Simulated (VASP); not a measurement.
Band structure of CdS (space group F-43m). These are LDA (Ceperley-Alder, Perdew-Zunger), VASP's LDA PAW potentials (set 64) (plane waves; VASP) values and carry that method's errors.

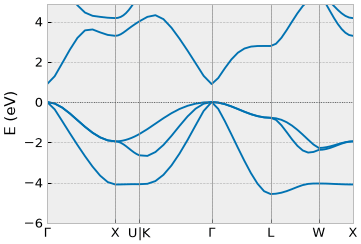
Bands along high-symmetry lines, zero at the valence-band maximum or, without a gap, the Fermi level

Q: Read the plot: is there a gap, and where are the band edges?

A: The gap is direct, 0.89 eV, from the valence maximum at Γ to the conduction minimum at Γ.

The structure is a typed CdS crystal. The cell was not relaxed at this level.
